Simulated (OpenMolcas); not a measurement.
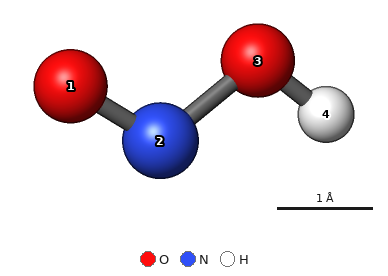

Figure 1. The input geometry (ball-and-stick view, seen at a tilt; atoms are numbered from 1 in the order of the input).

Run report: NHO2, single-point calculation (part 1 of 2)

System: NHO2 (nitrous acid), multiplicity 3.
Method: ROMP2/STO-3G, ROHF (OpenMolcas 26.06).

The geometry is that of the parent species in another charge or spin state. The geometry comes from this level: GFN2-xTB.

The program's output:
```
--- Start Module: gateway ---

                                              &GATEWAY

                       available to each process: 1.9 GB of memory, 1 thread

 Basis Set     1 Label: O.STO-3G
 Basis set is read from library:.
 basistype.tbl is not found

 Basis Set     2 Label: N.STO-3G
 Basis set is read from library:.
 basistype.tbl is not found

 Basis Set     3 Label: O.STO-3G
 Basis set is read from library:.
 basistype.tbl is not found

 Basis Set     4 Label: H.STO-3G
 Basis set is read from library:.
 basistype.tbl is not found

++    Symmetry information:
      ---------------------

                    Character Table for C1

                             E
                    a        1  x, y, xy, Rz, z, xz, Ry, yz, Rx, I
--

++    Basis set information:
      ----------------------

      Basis set label: O.STO-3G.........

      Electronic valence basis set:
      ------------------
      Associated Effective Charge   8.000000 au
      Associated Actual Charge      8.000000 au
      Nuclear Model: Point charge

      Shell  nPrim  nBasis  Cartesian Spherical Contaminant
         s       6       2        X
         p       3       1        X

      Basis set label: N.STO-3G.........

      Electronic valence basis set:
      ------------------
      Associated Effective Charge   7.000000 au
      Associated Actual Charge      7.000000 au
      Nuclear Model: Point charge

      Shell  nPrim  nBasis  Cartesian Spherical Contaminant
         s       6       2        X
         p       3       1        X

      Basis set label: O.STO-3G.........

      Electronic valence basis set:
      ------------------
      Associated Effective Charge   8.000000 au
      Associated Actual Charge      8.000000 au
      Nuclear Model: Point charge

      Shell  nPrim  nBasis  Cartesian Spherical Contaminant
         s       6       2        X
         p       3       1        X

      Basis set label: H.STO-3G.........

      Electronic valence basis set:
      ------------------
      Associated Effective Charge   1.000000 au
      Associated Actual Charge      1.000000 au
      Nuclear Model: Point charge

      Shell  nPrim  nBasis  Cartesian Spherical Contaminant
         s       3       1        X
--

++    Molecular structure info:
      -------------------------

                    ************************************************
                    **** Cartesian Coordinates / bohr, angstrom ****
                    ************************************************

     Center  Label                x              y              z                     x              y              z
        1      O1               0.802567       0.086342       2.780373              0.424700       0.045690       1.471310
        2      N2               0.603408      -0.777471       0.731853              0.319310      -0.411420       0.387280
        3      O3              -0.675142       0.785956      -0.954992             -0.357270       0.415910      -0.505360
        4      H4              -0.730814      -0.094826      -2.557234             -0.386730      -0.050180      -1.353230

                    ***************************************
                    *    InterNuclear Distances / bohr    *
                    ***************************************

               1 O1            2 N2            3 O3            4 H4
    1 O1       0.000000
    2 N2       2.232100        0.000000
    3 O3       4.077504        2.631434        0.000000
    4 H4       5.556449        3.614450        1.829223        0.000000

                    *******************************************
                    *    InterNuclear Distances / angstrom    *
                    *******************************************

               1 O1            2 N2            3 O3            4 H4
    1 O1       0.000000
    2 N2       1.181176        0.000000
    3 O3       2.157722        1.392495        0.000000
    4 H4       2.940346        1.912684        0.967983        0.000000

                    **************************************
                    *    Valence Bond Angles / degree    *
                    **************************************
                          Atom centers                 Phi
                      1 O1       2 N2       3 O3       113.69
                      2 N2       3 O3       4 H4       106.87

           ***************************************************************
           *              Valence Dihedral Angles / degree               *
           ***************************************************************
                    Atom centers                       Phi1     Phi2     Theta
           1 O1       2 N2       3 O3       4 H4        113.69   106.87  -179.99
--

            Nuclear Potential Energy             69.81541705 au

--- Stop Module: gateway /rc=_RC_ALL_IS_WELL_ ---

--- Start Module: seward ---

                                              &SEWARD

                       available to each process: 1.9 GB of memory, 1 thread

               SEWARD will generate:
                  Multipole Moment integrals up to order  2
                  Kinetic Energy integrals
                  Nuclear Attraction integrals (point charge)
                  One-Electron Hamiltonian integrals
                  Velocity integrals
                  Orbital angular momentum around (  0.2075   0.0632   0.7844 )
                  Velocity quadrupole around (  0.2075   0.0632   0.7844 )
                  Two-Electron Repulsion integrals

                   Integrals are discarded if absolute value <: 1.00E-14
                   Integral cutoff threshold is set to       <: 1.00E-16

            Nuclear Potential Energy             69.81541705 au

      Basis set specifications :
      Symmetry species         a
      Basis functions           16

--- Stop Module: seward /rc=_RC_ALL_IS_WELL_ ---

--- Start Module: scf ---

                                                &SCF

                       available to each process: 1.9 GB of memory, 1 thread

++    Input section:
      --------------

      Header of the integral files:

      Cartesian coordinates in angstrom:
      -----------------------------------------------------
      No.  Label        X            Y            Z
      -----------------------------------------------------
       1   O1         0.42470000   0.04569000   1.47131000
       2   N2         0.31931000  -0.41142000   0.38728000
       3   O3        -0.35727000   0.41591000  -0.50536000
       4   H4        -0.38673000  -0.05018000  -1.35323000
      -----------------------------------------------------
      Nuclear repulsion energy =   69.81541705
--

++    Orbital specifications:
      -----------------------

      Symmetry species               1
                                     a
      Frozen orbitals                0
      Start temperature = 0.500
      End temperature   = 0.010
      Temperature Factor= 0.460
      Deleted orbitals               0
      Total number of orbitals      16
      Number of basis functions     16
--

      Molecular charge                           0.000

++    Optimization specifications:
      ----------------------------

      SCF Algorithm: Conventional USCF
      D(i)-D(i-1) density differences are used
      Number of density matrices in core                 5
      Maximum number of NDDO SCF iterations            400
      Maximum number of HF SCF iterations              400
      Threshold for SCF energy change             1.00E-10
      Threshold for density matrix                1.00E-07
      Threshold for Fock matrix                   1.00E-07
      Threshold for linear dependence             1.00E-09
      Threshold at which DIIS is turned on        1.50E-01
      Maximum depth in the DIIS procedure                5
      Maximum depth in the BFGS Hessian update          30
      Threshold at which QNR/C2DIIS is turned on  7.50E-02
      Threshold for Norm(delta) (QNR/C2DIIS)      1.00E-05
      All orbitals punched on: UHFORB
--

      Input vectors read from INPORB
      Orbital file label: *Guess orbitals

++ Convergence information
                               UHF SCF        iterations: Energy and convergence statistics

Iter     Tot. SCF        One-elec.       Two-elec.     Energy      Max Dij or  Max Fij      DNorm      TNorm      AccCon     Time
         Energy          Energy          Energy        Change      Delta Norm                                                in Sec.
   1  -197.789739132  -415.909503152   148.304346972   0.00E+00    5.90E-02*   1.20E-01*    8.35E+00   5.08E+01   None         0.
   2  -200.320972430  -417.389625188   147.253235710  -2.53E+00*   2.35E-01*   1.57E-01*    4.48E+00   5.05E+01   EDIIS        0.
   3  -201.447630458  -417.556147628   146.293100122  -1.13E+00*   1.80E-01*   1.12E-01*    2.33E+00   5.04E+01   EDIIS        0.
   4  -201.811944814  -417.541206285   145.913844423  -3.64E-01*   1.52E-01*   1.01E-01*    1.33E+00   5.03E+01   EDIIS        0.
   5  -201.866490798  -417.339336701   145.657428855  -5.45E-02*   9.81E-02*   6.99E-02*    4.61E-01   5.03E+01   EDIIS        0.
   6  -201.872049086  -417.327937800   145.640471666  -5.56E-03*   7.80E-02*   3.10E-02*    2.52E-01   5.03E+01   EDIIS        0.

       Fermi aufbau procedure completed!
      nOcc(alpha)=   13
      nOcc(beta) =   11

   7  -201.874217086  -417.318019808   145.628385674  -2.17E-03*   3.57E-02*   1.80E-02*    1.38E-01   5.03E+01   c2DIIS       0.
   8  -201.875540312  -417.310762518   145.619805158  -1.32E-03*   5.30E-02*   1.42E-02*    9.85E-02   5.03E+01   QNRc2DIIS    0.
   9  -201.876358201  -417.301908273   145.610133023  -8.18E-04*   2.44E-01*   9.49E-03*    7.56E-02   5.03E+01   QNRc2DIIS    0.
  10  -201.878226091  -417.266195313   145.572552174  -1.87E-03*   1.78E-02*   5.43E-03*    3.54E-01   5.03E+01   QNRc2DIIS    0.
  11  -201.878376886  -417.265345442   145.571551508  -1.51E-04*   3.46E-02*   2.63E-03*    2.88E-02   5.03E+01   QNRc2DIIS    0.
  12  -201.878450468  -417.262276399   145.568408882  -7.36E-05*   1.24E-02*   8.18E-04*    5.67E-02   5.03E+01   QNRc2DIIS    0.
  13  -201.878457228  -417.264677532   145.570803257  -6.76E-06*   7.11E-03*   2.49E-04*    1.84E-02   5.03E+01   QNRc2DIIS    0.
  14  -201.878456908  -417.263796987   145.569923030   3.19E-07*   5.33E-03*   2.50E-04*    1.09E-02   5.03E+01   QNRc2DIIS    0.
  15  -201.878458002  -417.264683228   145.570808178  -1.09E-06*   2.02E-04*   2.65E-05*    7.86E-03   5.03E+01   QNRc2DIIS    0.
  16  -201.878458009  -417.264680247   145.570805190  -6.83E-09*   1.24E-04*   1.37E-05*    3.49E-04   5.03E+01   QNRc2DIIS    0.
  17  -201.878458011  -417.264642987   145.570767928  -1.68E-09*   2.12E-05*   3.49E-06*    2.07E-04   5.03E+01   QNRc2DIIS    0.
  18  -201.878458011  -417.264647481   145.570772422  -9.95E-11    1.66E-05*   2.03E-06*    3.55E-05   5.03E+01   QNRc2DIIS    0.
  19  -201.878458011  -417.264645074   145.570770015  -3.62E-11    1.74E-06    7.05E-07*    3.00E-05   5.03E+01   QNRc2DIIS    0.
  20  -201.878458011  -417.264645800   145.570770741  -1.71E-12    6.56E-06    5.18E-07*    2.94E-06   5.03E+01   QNRc2DIIS    0.
  21  -201.878458011  -417.264645935   145.570770876  -3.58E-12    8.13E-07    1.26E-07*    1.12E-05   5.03E+01   QNRc2DIIS    0.
  22  -201.878458011  -417.264646004   145.570770944  -1.71E-13    1.13E-06    5.74E-08     1.34E-06   5.03E+01   QNRc2DIIS    0.

       Convergence after  22 Iterations
--

 *****************************************************************************************************************************
 *                                             SCF/KS-DFT Program, Final results                                             *
 *                                                       Final Results                                                       *
 *****************************************************************************************************************************

::    Total SCF energy                               -201.8784580108
      One-electron energy                            -417.2646460035
      Two-electron energy                             145.5707709444
      Nuclear repulsion energy                         69.8154170483
      Kinetic energy (interpolated)                   200.0693499229
      Virial theorem                                    1.0090424050
      Total spin, S(S+1)                                2.0195728769
      Total spin, S                                     1.0065101649
      Max non-diagonal density matrix element           0.0000004519
      Max non-diagonal Fock matrix element              0.0000001436

      All orbitals with orbital energies smaller than  E(LUMO)+0.5 are printed

++    Molecular orbitals:
      -------------------

      Title: UHF orbitals (alpha)

      Molecular orbitals for symmetry species 1: a

          Orbital            1         2         3         4         5         6         7         8         9        10
          Energy          -20.4316  -20.3612  -15.4617   -1.5631   -1.3546   -0.9131   -0.7252   -0.7053   -0.6269   -0.5565
          Occ. No.          1.0000    1.0000    1.0000    1.0000    1.0000    1.0000    1.0000    1.0000    1.0000    1.0000

          Orbital           11        12        13        14        15        16
          Energy           -0.4964   -0.3854   -0.2886    0.5049    0.6249    0.8392
          Occ. No.          1.0000    1.0000    1.0000    0.0000    0.0000    0.0000

--

      All orbitals with orbital energies smaller than  E(LUMO)+0.5 are printed

++    Molecular orbitals:
      -------------------

      Title: UHF orbitals (beta)

      Molecular orbitals for symmetry species 1: a

          Orbital            1         2         3         4         5         6         7         8         9        10
          Energy          -20.4000  -20.3533  -15.4392   -1.4551   -1.2894   -0.7885   -0.6265   -0.5558   -0.5324   -0.4096
          Occ. No.          1.0000    1.0000    1.0000    1.0000    1.0000    1.0000    1.0000    1.0000    1.0000    1.0000

          Orbital           11        12        13        14        15
          Energy           -0.4039    0.2264    0.3358    0.5727    0.6645
          Occ. No.          1.0000    0.0000    0.0000    0.0000    0.0000

--

++    Molecular charges:
      ------------------

      Mulliken charges per centre and basis function type
      ---------------------------------------------------

                            O1                      N2                      O3                      H4
                     alpha        beta       alpha        beta       alpha        beta       alpha        beta
      1s           1.9485      1.9197      1.8428      1.7699      1.9183      1.9153      0.3686      0.3915
      2px          0.9869      0.6250      0.8715      0.3675      0.9161      0.8335      0.0000      0.0000
      2pz          0.6614      0.6420      0.4623      0.4345      0.5914      0.5481      0.0000      0.0000
      2py          0.9363      0.3035      0.6923      0.5694      0.8037      0.6798      0.0000      0.0000
      Total        4.5331      3.4903      3.8689      3.1414      4.2294      3.9768      0.3686      0.3915
      Total              8.0234                  7.0103                  8.2062                  0.7602

      Charge           -0.0234                 -0.0103                 -0.2062                  0.2398

      Total electronic charge=   24.000000

      Total            charge=   -0.000000
--

++    Molecular orbitals:
      -------------------

      Title: Natural orbitals

      Molecular orbitals for symmetry species 1: a

          Orbital            1         2         3         4         5         6         7         8         9        10
          Energy          -20.4084  -20.3557  -15.4465   -1.3955   -0.9425   -0.6061   -0.6166   -0.4539   -0.9137   -1.0110
          Occ. No.          2.0000    2.0000    2.0000    2.0000    2.0000    2.0000    2.0000    2.0000    1.9999    1.9992

          Orbital           11        12        13        14        15        16
          Energy           -0.5200   -0.1145    0.0146    0.5781    0.8518    0.6250
          Occ. No.          1.9911    1.0000    1.0000    0.0089    0.0008    0.0001

--

++    Molecular properties:
      ---------------------
```
